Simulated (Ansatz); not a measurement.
# One shape, several levels: doublet HNO−

Wanted: a comparison of 5 runs (U-wB97M-V/def2-TZVPPD, U-wB97X/def2-TZVPPD, UBLYP/def2-TZVPPD, UPBE/def2-TZVPPD, RPA@PBE0/def2-TZVPPD) of doublet HNO−. 

Program for the calculation: Ansatz 0.2.0.

60 further runs of the same task are left out: 60 set aside as unsound or not needed.

## Step 1: Starting point

The species is HNO− (3 atoms), meant as a doublet with charge -1. SMILES of the parent species: `N=O`. The shape is that of a PBE0-D4/def2-TZVP optimisation. That shape belongs to the parent species and isn't relaxed for this state.

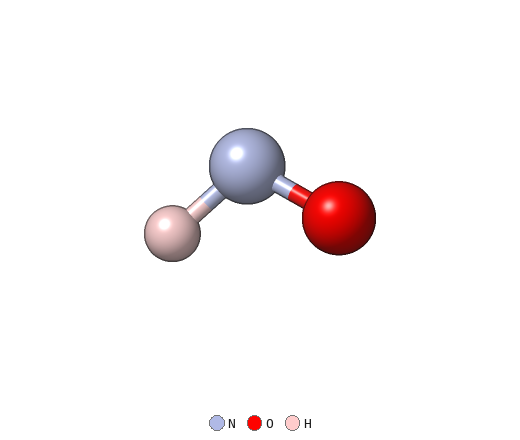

The structure, seen from a chosen angle (nitrogen light blue, oxygen red, hydrogen pink).

## Step 2: A single-point energy at U-wB97M-V/def2-TZVPPD (run 1)

File run.yaml:

```yaml
basis:
  gaussian: {orbitals: def2-TZVPPD.json}
crystal:
  periodic: [false, false, false]
  atoms:
    - symbol: N
      position_ang: [-0.283700, 0.312790, -0.117160]
    - symbol: O
      position_ang: [0.755300, 0.397200, 0.456500]
    - symbol: H
      position_ang: [-0.471600, -0.709980, -0.339350]
total_charge: -1
output: {orbitals: {seedname: orbitals}}
magnetization: {spin_polarized: true, initial_magnetization: 1}
hamiltonian: {xc: {name: wB97M-V}}
accuracy: high
```

The basis set def2-TZVPPD is read from a file made from the Basis Set Exchange's data (not shown).

Launch:

```bash
$ ansatz run run.yaml --threads 1 --pin off --max-ram 3480MiB --events-out events.jsonl --progress --plain --runs-dir runs
```

What it wrote:

```text
Warning: RAYON_NUM_THREADS=1 ignored (pool sized by the plan → 1); use --threads N
Functional definition: wB97M-V
  name "wB97M-V"
  parameter omega = 0.3/bohr
  parameter cx = 0.15
  parameter cx01 = 1.007
  parameter cx10 = 0.259
  parameter css00 = 0.443
  parameter css04 = -1.437
  parameter css10 = -4.535
  parameter css20 = -3.390
  parameter css43 = 4.278
  parameter cos00 = 1.000
  parameter cos10 = 1.358
  parameter cos20 = 2.924
  parameter cos21 = -8.812
  parameter cos60 = -1.390
  parameter cos61 = 9.142
  parameter b = 6.0
  parameter c = 0.01
  gx(w, u) = 1 - cx + cx01*u + cx10*w
  gss(w, u) = css00 + css04*u^4 + css10*w + css20*w^2 + css43*w^4*u^3
  gos(w, u) = cos00 + cos10*w + (cos20 + cos21*u)*w^2 + (cos60 + cos61*u)*w^6
  exchange = spin_sum(e_x_unif_sr(omega)*gx(b97_w, b97_u_x)) + cx*exact_x_sr(omega) + exact_x_lr(omega)
  correlation = spin_sum(e_c_pw_mod_same_spin*gss(b97_w, b97_u_same))
      + integral(e_c_pw_mod_opposite_spin*gos(b97_w_opposite, b97_u_opposite)) + vv10(b, c)
1451 factors; integrals over basis functions are off by at most 3.5e-9 eV
244 factors; integrals over basis functions are off by at most 2.3e-9 eV
mean field evaluation 1: about -3549.2331 eV, gradient 1.9e1 eV
mean field evaluation 2: about -3549.6385 eV, gradient 1.8e1 eV
mean field evaluation 4: about -3550.6535 eV, gradient 1.2e0 eV
mean field evaluation 8: about -3550.7360 eV, gradient 1.2e-1 eV
mean field evaluation 16: about -3550.7367 eV, gradient 2.3e-3 eV
mean field evaluation 32: about -3550.7367 eV, gradient 3.2e-7 eV
mean field -3550.73670907 eV, -130.4871672827 hartree, gradient 3.9e-8 eV, S^2 0.754314; 1 other end points of the search recorded, 0 dependent functions left out
reference -3550.73671193 eV, -130.4871673876 hartree; 9, 8 occupied and 85, 86 virtual orbitals, 1451 factors
Total energy: -3550.73671193 eV, -130.4871673876 hartree
```

It took 36 s on 1 thread of Arm Neoverse V2, shared host; peak memory 0.46 GiB.

## Step 3: The energy at U-wB97X/def2-TZVPPD (run 2)

File input.yaml:

```yaml
crystal:
  periodic: [false, false, false]
  atoms:
    - {symbol: "N", position_ang: [-0.283700, 0.312790, -0.117160]}
    - {symbol: O, position_ang: [0.755300, 0.397200, 0.456500]}
    - {symbol: H, position_ang: [-0.471600, -0.709980, -0.339350]}
basis:
  gaussian: {orbitals: def2-TZVPPD.json}
total_charge: -1
magnetization: {spin_polarized: true, initial_magnetization: 1}
hamiltonian: {xc: {name: wB97X}}
accuracy: high
output: {orbitals: {seedname: orbitals}}
```

The basis set def2-TZVPPD is read from a file made from the Basis Set Exchange's data (not shown).

Launch:

```bash
$ ansatz run input.yaml --threads 1 --pin off --max-ram 3480MiB --events-out events.jsonl --progress --plain --runs-dir runs
```

What it wrote:

```text
Warning: RAYON_NUM_THREADS=1 ignored (pool sized by the plan → 1); use --threads N
Functional definition: wB97X
  name "wB97X"
[... 1 set-up line as earlier in the session ...]
  parameter cx = 0.157706
  parameter cx1 = 0.726479
  parameter cx2 = 1.04760
  parameter cx3 = -5.70635
  parameter cx4 = 13.2794
  parameter css1 = -4.33879
  parameter css2 = 18.2308
  parameter css3 = -31.7430
  parameter css4 = 17.2901
  parameter cos1 = 2.37031
  parameter cos2 = -11.3995
  parameter cos3 = 6.58405
  parameter cos4 = -3.78132
  exchange = spin_sum(e_x_unif_sr(omega)*poly(b97_u_x, 1 - cx, cx1, cx2, cx3, cx4)) + cx*exact_x_sr(omega)
      + exact_x_lr(omega)
  correlation = spin_sum(e_c_pw_same_spin*poly(b97_u_same, 1, css1, css2, css3, css4))
      + integral(e_c_pw_opposite_spin*poly(b97_u_opposite, 1, cos1, cos2, cos3, cos4))
1451 factors; integrals over basis functions are off by at most 3.5e-9 eV
244 factors; integrals over basis functions are off by at most 2.3e-9 eV
mean field evaluation 1: about -3549.5598 eV, gradient 1.8e1 eV
mean field evaluation 2: about -3550.0383 eV, gradient 1.6e1 eV
mean field evaluation 4: about -3550.8089 eV, gradient 1.1e0 eV
mean field evaluation 8: about -3550.8933 eV, gradient 1.3e-1 eV
mean field evaluation 16: about -3550.8941 eV, gradient 2.3e-3 eV
mean field evaluation 32: about -3550.8941 eV, gradient 7.7e-8 eV
mean field -3550.89413787 eV, -130.4929526841 hartree, gradient 7.8e-8 eV, S^2 0.755499; 0 other end points of the search recorded, 0 dependent functions left out
reference -3550.89413547 eV, -130.4929525960 hartree; 9, 8 occupied and 85, 86 virtual orbitals, 1451 factors
Total energy: -3550.89413547 eV, -130.4929525960 hartree
```

Wall time 21 s (1 thread of Arm Neoverse V2, shared host); peak memory 0.4 GiB.

Runs 3 to 4 aren't shown in full; the table further down has their settings and results.

## Step 4: A single-point energy at RPA@PBE0/def2-TZVPPD (run 5)

File run.yaml:

```yaml
crystal:
  periodic: [false, false, false]
  atoms:
    - {symbol: "N", position_ang: [-0.283700, 0.312790, -0.117160]}
    - {symbol: O, position_ang: [0.755300, 0.397200, 0.456500]}
    - {symbol: H, position_ang: [-0.471600, -0.709980, -0.339350]}
basis:
  gaussian: {orbitals: def2-TZVPPD.json}
total_charge: -1
magnetization: {spin_polarized: true, initial_magnetization: 1}
hamiltonian: {xc: pbe0}
correlation: {method: rpa, frozen_orbitals: {H: 0, "N": 1, O: 1}}
accuracy: high
```

The basis set def2-TZVPPD is read from a file made from the Basis Set Exchange's data (not shown).

Launch:

```bash
$ ansatz run run.yaml --threads 1 --pin off --max-ram 3480MiB --events-out events.jsonl --progress --plain --runs-dir runs
```

What it wrote:

```text
Warning: RAYON_NUM_THREADS=1 ignored (pool sized by the plan → 1); use --threads N
Functional definition: PBE0
  name "PBE0"
  parameter a = 0.25
  parameter kappa = 0.804
  parameter beta = 0.06672455060314922
  exchange = (1 - a)*pbe_x(kappa = kappa, mu = beta*pi^2/3) + a*exact_x
  correlation = pbe_c(beta = beta)
1451 factors; integrals over basis functions are off by at most 3.5e-9 eV
mean field evaluation 1: about -3546.5094 eV, gradient 1.9e1 eV
mean field evaluation 2: about -3546.5273 eV, gradient 1.9e1 eV
mean field evaluation 4: about -3547.9688 eV, gradient 3.0e0 eV
mean field evaluation 8: about -3547.9984 eV, gradient 4.4e-1 eV
mean field evaluation 16: about -3547.9994 eV, gradient 4.1e-4 eV
mean field -3547.99940355 eV, -130.3865731600 hartree, gradient 2.8e-8 eV, S^2 0.755553; 0 other end points of the search recorded, 0 dependent functions left out
2 core orbitals not correlated: weight in the atoms' cores, before any rotation towards them, 1.000 or more for the frozen orbitals, at most 0.000 for the correlated occupied ones
reference -3532.35219983 eV, -129.8115490296 hartree; 7, 6 occupied and 85, 86 virtual orbitals, 1451 factors
Total energy: -3549.38478267 eV, -130.4374849037 hartree
```

It took 8.1 s on 1 thread of Arm Neoverse V2, shared host; peak memory 0.29 GiB.

## Step 5: Overview of the runs

```
run                  level  frozen core orbitals  energy (Eh)  HOMO energy (eV)  LUMO energy (eV)   ⟨S²⟩  wall time
  1  U-wB97M-V/def2-TZVPPD                     –  -130.487167              0.49              6.33  0.754       36 s
  2    U-wB97X/def2-TZVPPD                     –  -130.492953              0.30              7.29  0.755       21 s
  3      UBLYP/def2-TZVPPD                     –  -130.513965              4.23              5.13  0.753       17 s
  4       UPBE/def2-TZVPPD                     –  -130.394870              4.18              5.14  0.753       20 s
  5   RPA@PBE0/def2-TZVPPD                     2  -130.437485                 –                 –  0.756      8.1 s
```

## Step 6: What came out

| quantity | value |
| --- | --- |
| run 5: total energy | -130.43748 Eh |
| run 5: RPA correlation energy (valence) | -625.9 mEh |
| run 5: ⟨S²⟩ of the reference determinant | 0.756 |

Totals of different functionals can't be ranked against each other. In runs 1, 2, 3, 4 the HOMO lies above zero, so the outermost electron may be held by the basis alone. All runs together took 1.7 min, the longest 36 s.
